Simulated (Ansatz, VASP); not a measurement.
# Mn2Ga2S5: VASP beside Ansatz, part 2 of 2

Aim: how closely do two programs agree when they are given the same cell, functional and k mesh?

VASP 6.6.1 and Ansatz 0.2.0.

So far. Step 2 (Ansatz: single point, PBEsol, DFT+U): The run ends at a pressure of -1.44 GPa, with forces up to 0.54 eV/Å.

## (3) VASP: single point, PBEsol, DFT+U

Level of this step: PBEsol, DFT+U (Mn d 4 eV), spin-polarised from an antiferromagnetic start; plane waves and PAW (Mn_pv, Ga_d, S) (VASP).

The same cell, functional, mesh and smearing now go to VASP, with its own data sets and cutoff.

Lines of VASP's logs that name or quote its potential files are left out, and so is its time.

Contents of INCAR:

```
SYSTEM = Mn2Ga2S5
PREC = Normal
ENCUT = 350
EDIFF = 1E-06
NELM = 150
ISMEAR = -1
SIGMA = 0.02
LREAL = .FALSE.
ALGO = Normal
GGA = PS
NBANDS = 55
ISPIN = 2
MAGMOM = 4.5 -4.5 0 0 0 0 0 0 0
LDAU = .TRUE.
LDAUTYPE = 2
LDAUL = 2 -1 -1
LDAUU = 4 0 0
LDAUJ = 0 0 0
LDAUPRINT = 1
LASPH = .TRUE.
LMAXMIX = 4
LORBIT = 11
LWAVE = .FALSE.
LCHARG = .TRUE.
KPAR = 4
AMIX = 0.2
BMIX = 1E-04
AMIX_MAG = 0.8
BMIX_MAG = 1E-04
```

Contents of POSCAR:

```
Mn2Ga2S5
1.0
    3.7279544901      0.0000000000      0.0000000000
   -1.8639772451      3.2285032926      0.0000000000
    0.0000000000      0.0000000000     15.3334560000
Mn Ga S
2 2 5
Direct
    0.3333333300      0.6666666700      0.4018990000
    0.6666666700      0.3333333300      0.5981010000
    0.3333333300      0.6666666700      0.8286040000
    0.6666666700      0.3333333300      0.1713960000
    0.0000000000      0.0000000000      0.5000000000
    0.3333333300      0.6666666700      0.6831100000
    0.6666666700      0.3333333300      0.3168900000
    0.3333333300      0.6666666700      0.1058920000
    0.6666666700      0.3333333300      0.8941080000
```

Contents of KPOINTS:

```
Automatic mesh
0
Gamma
8 8 2
0 0 0
```

The projector-augmented-wave data sets are Mn_pv, Ga_d and S (PBE family, release 64).

The run is started by

```bash
> mpirun -np 4 vasp_std
```

Numbers of over 12 decimals in the logs are rounded to 6 here.

The program printed:

```text
[banner, memory and clock lines left out]
running    4 mpi-ranks, on    1 nodes
 distrk:  each k-point on    1 cores,    4 groups
 distr:  one band on    1 cores,    1 groups

 POSCAR found type information on POSCAR MnGaS
 POSCAR found :  3 types and       9 ions
|                                                                             |
|               ----> ADVICE to this user running VASP <----                  |
|                                                                             |
|     You enforced a specific xc type in the INCAR file but a different       |
|     [... a line on the potential file left out ...]
|     I HOPE YOU KNOW WHAT YOU ARE DOING!                                     |
|                                                                             |

 LDA part: xc-table for (Slater+PW92), standard interpolation
 POSCAR, INCAR and KPOINTS ok, starting setup
 FFT: planning ... GRIDC
 FFT: planning ... GRID_SOFT
 FFT: planning ... GRID
 WAVECAR not read
 entering main loop
       N       E                     dE             d eps       ncg     rms          rms(c)
DAV:   1     0.769899624063E+03    0.76990E+03   -0.32130E+04  5330   0.149E+03
DAV:   2     0.717626600760E+02   -0.69814E+03   -0.65202E+03  4606   0.491E+02
DAV:   3    -0.435582373335E+02   -0.11532E+03   -0.11234E+03  5240   0.157E+02
DAV:   4    -0.508262340520E+02   -0.72680E+01   -0.72049E+01  5457   0.430E+01
DAV:   5    -0.510821318209E+02   -0.25590E+00   -0.25541E+00  5756   0.794E+00    0.193E+01
DAV:   6    -0.509992561592E+02    0.82876E-01   -0.70473E+00  5538   0.243E+01    0.171E+01
DAV:   7    -0.508118795687E+02    0.18738E+00   -0.25441E+00  5401   0.130E+01    0.139E+01
DAV:   8    -0.507961417044E+02    0.15738E-01   -0.12796E+00  5450   0.852E+00    0.921E+00
DAV:   9    -0.507848485821E+02    0.11293E-01   -0.67616E-01  5701   0.837E+00    0.503E+00
DAV:  10    -0.507664289816E+02    0.18420E-01   -0.18772E-01  5476   0.467E+00    0.237E+00
DAV:  11    -0.507612371355E+02    0.51918E-02   -0.69316E-02  4984   0.249E+00    0.723E-01
DAV:  12    -0.507527660293E+02    0.84711E-02   -0.24890E-02  6240   0.120E+00    0.472E-01
DAV:  13    -0.507526168792E+02    0.14915E-03   -0.19838E-02  4961   0.816E-01    0.309E-01
DAV:  14    -0.507528031223E+02   -0.18624E-03   -0.13904E-03  6072   0.230E-01    0.241E-01
DAV:  15    -0.507528270633E+02   -0.23941E-04   -0.19966E-04  5370   0.924E-02    0.172E-01
DAV:  16    -0.507528210577E+02    0.60055E-05   -0.27804E-04  5644   0.136E-01    0.309E-02
DAV:  17    -0.507528132357E+02    0.78220E-05   -0.56847E-05  5201   0.490E-02    0.360E-02
DAV:  18    -0.507528139914E+02   -0.75567E-06   -0.12459E-05  4947   0.147E-02    0.204E-02
DAV:  19    -0.507528140701E+02   -0.78713E-07   -0.86301E-07  3665   0.813E-03
   1 F= -.50752814E+02 E0= -.50752814E+02  d E =-.966698E-06  mag=    -0.0000
```

From OUTCAR (step 3):

```text
ion  position               nearest neighbor table
   1  0.333  0.667  0.402-   7 2.52   7 2.52   7 2.52   5 2.63   5 2.63   5 2.63
   2  0.667  0.333  0.598-   6 2.52   6 2.52   6 2.52   5 2.63   5 2.63   5 2.63
   3  0.333  0.667  0.829-   6 2.23   9 2.38   9 2.38   9 2.38
   4  0.667  0.333  0.171-   7 2.23   8 2.38   8 2.38   8 2.38
   5  0.000  0.000  0.500-   1 2.63   2 2.63   2 2.63   1 2.63   2 2.63   1 2.63
   6  0.333  0.667  0.683-   3 2.23   2 2.52   2 2.52   2 2.52
   7  0.667  0.333  0.317-   4 2.23   1 2.52   1 2.52   1 2.52
   8  0.333  0.667  0.106-   4 2.38   4 2.38   4 2.38
   9  0.667  0.333  0.894-   3 2.38   3 2.38   3 2.38

  LATTYP: Found a hexagonal cell.
 ALAT       =     3.7279544901
 C/A-ratio  =     4.1131017132

 Subroutine GETGRP returns: Found 12 space group operations
 (whereof 12 operations were pure point group operations)

The static configuration has the point symmetry D_3d.

 Found     20 irreducible k-points:

   k-points           NKPTS =     20   k-points in BZ     NKDIM =     20   number of bands    NBANDS=     55

   dimension x,y,z NGX =    18 NGY =   18 NGZ =   70
   dimension x,y,z NGXF=    36 NGYF=   36 NGZF=  140

   ENCUT  =  350.0 eV  25.72 Ry    5.07 a.u.   5.69  5.69 23.39*2*pi/ulx,y,z

   NELECT =      82.0000    total number of electrons

 k-points in reciprocal lattice and weights: Automatic mesh
   0.00000000  0.00000000  0.00000000       0.008
   0.12500000  0.00000000  0.00000000       0.047
   0.25000000  0.00000000  0.00000000       0.047
   0.37500000 -0.00000000  0.00000000       0.047
   0.50000000  0.00000000  0.00000000       0.023
   0.12500000  0.12500000  0.00000000       0.047
   0.25000000  0.12500000  0.00000000       0.094
   0.37500000  0.12500000  0.00000000       0.094
   0.25000000  0.25000000  0.00000000       0.047
[...]
0.25000000  0.25000000  0.50000000       0.047
   0.37500000  0.25000000  0.50000000       0.047

atom =   1  type =  1  l = 2

 onsite density matrix

spin component  1

  0.9341  0.0000  0.0000  0.0102 -0.0000
  0.0000  0.9458  0.0000 -0.0000  0.0102
  0.0000  0.0000  0.9262  0.0000  0.0000
  0.0102 -0.0000  0.0000  0.9458 -0.0000
 -0.0000  0.0102  0.0000 -0.0000  0.9341

spin component  2

  0.0437  0.0000  0.0000  0.0370 -0.0000
  0.0000  0.0680  0.0000 -0.0000  0.0370
  0.0000  0.0000  0.0133  0.0000  0.0000
  0.0370 -0.0000  0.0000  0.0680 -0.0000
 -0.0000  0.0370  0.0000 -0.0000  0.0437

 occupancies and eigenvectors

  o =  0.0133  v =  0.0000  0.0000  0.0000  0.0000  0.0000 -0.0000  0.0000  1.0000  0.0000 -0.0000      0.0000  0.0000  0.0000  0.0000  0.0000  0.0000  0.0000  0.0000  0.0000  0.0000
  o =  0.0168  v =  0.0000  0.0000  0.0000  0.0000  0.0000 -0.6743  0.3249 -0.0000  0.4885 -0.4485      0.0000  0.0000  0.0000  0.0000  0.0000  0.0000  0.0000  0.0000  0.0000  0.0000
  o =  0.0168  v =  0.0000  0.0000  0.0000  0.0000  0.0000  0.4485  0.4885  0.0000 -0.3249 -0.6743      0.0000  0.0000  0.0000  0.0000  0.0000  0.0000  0.0000  0.0000  0.0000  0.0000
  o =  0.0948  v =  0.0000  0.0000  0.0000  0.0000  0.0000 -0.4890 -0.4474 -0.0000 -0.6750 -0.3241      0.0000  0.0000  0.0000  0.0000  0.0000  0.0000  0.0000  0.0000  0.0000  0.0000
  o =  0.0948  v =  0.0000  0.0000  0.0000  0.0000  0.0000  0.3241 -0.6750  0.0000  0.4474 -0.4890      0.0000  0.0000  0.0000  0.0000  0.0000  0.0000  0.0000  0.0000  0.0000  0.0000
  o =  0.9262  v = -0.0000  0.0000  1.0000  0.0000 -0.0000  0.0000  0.0000  0.0000  0.0000  0.0000      0.0000  0.0000  0.0000  0.0000  0.0000  0.0000  0.0000  0.0000  0.0000  0.0000
  o =  0.9281  v = -0.7211  0.2771 -0.0000  0.4179 -0.4781  0.0000  0.0000  0.0000  0.0000  0.0000      0.0000  0.0000  0.0000  0.0000  0.0000  0.0000  0.0000  0.0000  0.0000  0.0000
  o =  0.9281  v =  0.4781  0.4179  0.0000 -0.2771 -0.7211  0.0000  0.0000  0.0000  0.0000  0.0000      0.0000  0.0000  0.0000  0.0000  0.0000  0.0000  0.0000  0.0000  0.0000  0.0000
  o =  0.9517  v = -0.4179 -0.4781 -0.0000 -0.7211 -0.2771  0.0000  0.0000  0.0000  0.0000  0.0000      0.0000  0.0000  0.0000  0.0000  0.0000  0.0000  0.0000  0.0000  0.0000  0.0000
  o =  0.9517  v =  0.2771 -0.7211  0.0000  0.4781 -0.4179  0.0000  0.0000  0.0000  0.0000  0.0000      0.0000  0.0000  0.0000  0.0000  0.0000  0.0000  0.0000  0.0000  0.0000  0.0000

atom =   2  type =  1  l = 2

 onsite density matrix

spin component  1

  0.0437  0.0000  0.0000  0.0370 -0.0000
  0.0000  0.0680  0.0000 -0.0000  0.0370
  0.0000  0.0000  0.0133  0.0000  0.0000
  0.0370 -0.0000  0.0000  0.0680 -0.0000
[...]
o =  0.0948  v =  0.3241 -0.6750  0.0000  0.4474 -0.4890  0.0000  0.0000  0.0000  0.0000  0.0000      0.0000  0.0000  0.0000  0.0000  0.0000  0.0000  0.0000  0.0000  0.0000  0.0000
  o =  0.9262  v =  0.0000  0.0000  0.0000  0.0000  0.0000 -0.0000  0.0000  1.0000  0.0000 -0.0000      0.0000  0.0000  0.0000  0.0000  0.0000  0.0000  0.0000  0.0000  0.0000  0.0000
  o =  0.9281  v =  0.0000  0.0000  0.0000  0.0000  0.0000 -0.7211  0.2771 -0.0000  0.4179 -0.4781      0.0000  0.0000  0.0000  0.0000  0.0000  0.0000  0.0000  0.0000  0.0000  0.0000
  o =  0.9281  v =  0.0000  0.0000  0.0000  0.0000  0.0000  0.4781  0.4179  0.0000 -0.2771 -0.7211      0.0000  0.0000  0.0000  0.0000  0.0000  0.0000  0.0000  0.0000  0.0000  0.0000
  o =  0.9517  v =  0.0000  0.0000  0.0000  0.0000  0.0000 -0.4179 -0.4781 -0.0000 -0.7211 -0.2770      0.0000  0.0000  0.0000  0.0000  0.0000  0.0000  0.0000  0.0000  0.0000  0.0000
  o =  0.9517  v =  0.0000  0.0000  0.0000  0.0000  0.0000  0.2770 -0.7211  0.0000  0.4781 -0.4179      0.0000  0.0000  0.0000  0.0000  0.0000  0.0000  0.0000  0.0000  0.0000  0.0000

 average (electrostatic) potential at core
       1 -69.5023       2 -69.5023       3 -66.2818       4 -66.2818       5 -86.1545
       6 -86.4586       7 -86.4586       8 -87.7471       9 -87.7471

 E-fermi :   4.7485

 spin component 1
 k-point     1 :       0.0000    0.0000    0.0000
  band No.  band energies     occupation
    ...
     37       3.1885      1.00000
     38       3.7697      1.00000
     39       3.7697      1.00000
     40       4.5434      0.99996
     41       4.5434      0.99996
     42       4.9252      0.00015
     43       5.4495      0.00000
     44       7.6251      0.00000
     45       7.7251      0.00000
     46       7.7251      0.00000
    ...

 k-point     2 :       0.1250    0.0000    0.0000
  band No.  band energies     occupation
    ...
     37       3.0970      1.00000
     38       3.2230      1.00000
     39       3.5925      1.00000
     40       4.0047      1.00000
     41       4.4512      1.00000
     42       5.7395      0.00000
     43       6.0947      0.00000
     44       7.5467      0.00000
     45       7.7957      0.00000
     46       7.9154      0.00000
    ...

 k-point     3 :       0.2500    0.0000    0.0000
  band No.  band energies     occupation
    ...
     37       2.7035      1.00000
     38       2.7599      1.00000
     39       3.1632      1.00000
     40       3.5449      1.00000
     41       4.3062      1.00000
     42       6.1877      0.00000
     43       6.2774      0.00000
     44       7.1303      0.00000
     45       7.6543      0.00000
     46       7.9075      0.00000
    ...

 k-point     4 :       0.3750   -0.0000    0.0000
  band No.  band energies     occupation
    ...
     37       2.2385      1.00000
     38       2.4434      1.00000
     39       2.8128      1.00000
     40       3.5040      1.00000
     41       4.2171      1.00000
     42       5.7624      0.00000
     43       6.0412      0.00000
     44       6.7671      0.00000
     45       7.2311      0.00000
     46       7.7051      0.00000
    ...

 k-point     5 :       0.5000    0.0000    0.0000
  band No.  band energies     occupation
    ...
     37       1.8925      1.00000
     38       2.2514      1.00000
     39       2.7184      1.00000
     40       3.5622      1.00000
     41       4.1896      1.00000
     42       5.5599      0.00000
     43       5.9282      0.00000
     44       6.6930      0.00000
     45       6.9351      0.00000
     46       7.4726      0.00000
    ...

 k-point     6 :       0.1250    0.1250    0.0000
  band No.  band energies     occupation
    ...
     37       2.6332      1.00000
     38       2.9892      1.00000
     39       3.1048      1.00000
     40       3.8282      1.00000
     41       4.1425      1.00000
     42       6.4567      0.00000
     43       6.6352      0.00000
     44       7.5719      0.00000
     45       7.7200      0.00000
     46       7.8762      0.00000
    ...

  Total       -1.9434822     -1.9434822     -2.6457974      0.0000000      0.0000000      0.0000000
  in kB      -16.8724928    -16.8724928    -22.9696978      0.0000000      0.0000000      0.0000000
  external PRESSURE =     -18.9048945 kB  Pullay stress =       0.0000000 kB

  energy-cutoff  :      350.00
  volume of cell :      184.55
      direct lattice vectors                 reciprocal lattice vectors
     3.727954490  0.000000000  0.000000000     0.268243618  0.154870525  0.000000000
    -1.863977245  3.228503293  0.000000000     0.000000000  0.309741050  0.000000000
     0.000000000  0.000000000 15.333456000     0.000000000  0.000000000  0.065216870

 POSITION                                       TOTAL-FORCE (eV/Angst)
 -----------------------------------------------------------------------------------
     -0.00000      2.15234      6.16250         0.000000     -0.000000      0.173153
      1.86398      1.07617      9.17096        -0.000000     -0.000000     -0.173153
     -0.00000      2.15234     12.70536        -0.000000     -0.000000     -0.307575
      1.86398      1.07617      2.62809        -0.000000      0.000000      0.307575
      0.00000      0.00000      7.66673        -0.000000     -0.000000      0.000000
     -0.00000      2.15234     10.47444         0.000000      0.000000      0.560945
      1.86398      1.07617      4.85902         0.000000     -0.000000     -0.560945
     -0.00000      2.15234      1.62369        -0.000000     -0.000000      0.169415
      1.86398      1.07617     13.70977        -0.000000     -0.000000     -0.169415
 -----------------------------------------------------------------------------------
    total drift:                                0.000000      0.000000      0.000000

  FREE ENERGIE OF THE ION-ELECTRON SYSTEM (eV)
  ---------------------------------------------------
  free  energy   TOTEN  =       -50.7528140701 eV

  energy  without entropy=      -50.7528131034  energy(sigma->0) =      -50.75281359

 total charge
# of ion       s       p       d       tot
------------------------------------------
    1        0.229   6.188   4.904  11.321
    2        0.229   6.188   4.904  11.321
    3        0.830   0.729  10.043  11.602
    4        0.830   0.729  10.043  11.602
    5        1.318   2.414   0.000   3.732
    6        1.321   2.422   0.000   3.743
    7        1.321   2.422   0.000   3.743
    8        1.338   2.338   0.000   3.677
    9        1.338   2.338   0.000   3.677
--------------------------------------------------
tot          8.756  25.769  29.893  64.419

 magnetization (x)
# of ion       s       p       d       tot
------------------------------------------
    1        0.030   0.028   4.439   4.497
    2       -0.030  -0.028  -4.439  -4.497
    3       -0.007  -0.008  -0.002  -0.018
    4        0.007   0.008   0.002   0.018
    5        0.000   0.000   0.000   0.000
    6       -0.012  -0.016   0.000  -0.028
    7        0.012   0.016   0.000   0.028
    8        0.001   0.012   0.000   0.013
    9       -0.001  -0.012   0.000  -0.013
--------------------------------------------------
tot          0.000   0.000   0.000   0.000

[... 1 further part left out ...]
```

The run ends at a pressure of -1.89 GPa, with forces up to 0.56 eV/Å.

## (4) Side by side

Known differences besides the PAW data sets themselves: U acts on the PAW sphere in VASP and on atomic orbitals in Ansatz, so only states and trends compare; the data sets hold 86 valence electrons in Ansatz (default PAW (the set named soft_2) files) and 82 in VASP; the cutoff is 420 eV in Ansatz and 350 eV in VASP (PREC = Normal); Ansatz makes its cores anew for this functional, VASP keeps those of its PBE data sets; site moments are counted in spheres of each program's own size. Total energies have different zeros and are not compared.

Compared:

```csv
quantity,Ansatz,VASP,difference
pressure (GPa),-1.44,-1.89,+0.45
gap on the k mesh (eV),0.384,0.382,+0.002
moment on Mn1 (μB),4.36,4.50,-0.14
moment on Mn2 (μB),-4.36,-4.50,+0.14
```

Forces (eV/Å; atoms numbered as in POSCAR):

```csv
atom,"Ansatz x, y, z","VASP x, y, z"
Mn1,"0.000, 0.000, 0.119","0.000, 0.000, 0.173"
Mn2,"0.000, 0.000, -0.119","0.000, 0.000, -0.173"
Ga3,"0.000, 0.000, -0.284","0.000, 0.000, -0.308"
Ga4,"0.000, 0.000, 0.284","0.000, 0.000, 0.308"
S5,"0.000, 0.000, 0.000","0.000, 0.000, 0.000"
S6,"0.000, 0.000, 0.538","0.000, 0.000, 0.561"
S7,"0.000, 0.000, -0.538","0.000, 0.000, -0.561"
S8,"0.000, 0.000, 0.172","0.000, 0.000, 0.169"
S9,"0.000, 0.000, -0.172","0.000, 0.000, -0.169"
```

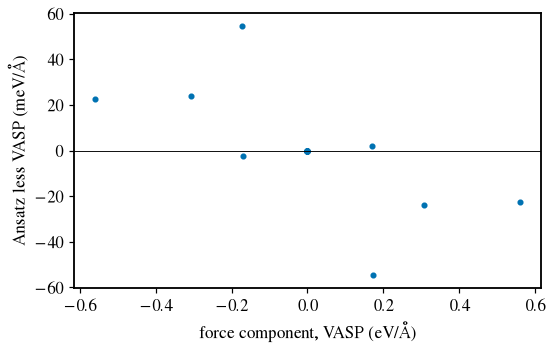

Difference of the force components against their size.

The forces differ by 17 meV/Å r.m.s., which is 9.3 % of the r.m.s. force of 0.19 eV/Å (both taken over all components).

## (5) What came out

| Quantity | Value |
| --- | --- |
| difference in moment on Mn1 (single point, PBEsol, DFT+U) | -0.14 μB |

What this shows: The difference in moment on Mn1 is -0.14 μB (single point, PBEsol, DFT+U). How closely two codes agree says nothing of how well the functional describes the real material.

[Lines on the potential files, build, host, timing and source positions are cut from VASP's logs without a mark.]

[Logs are printed without paths, hosts, clocks, repeated set-up lines and the standing remarks that a program may print on its own settings, such as how far it seeks lower states.]

[Hosts, paths, dates, database ids (printed as entryN), source tags and the programs' standing remarks are cut or masked in the printed files.]
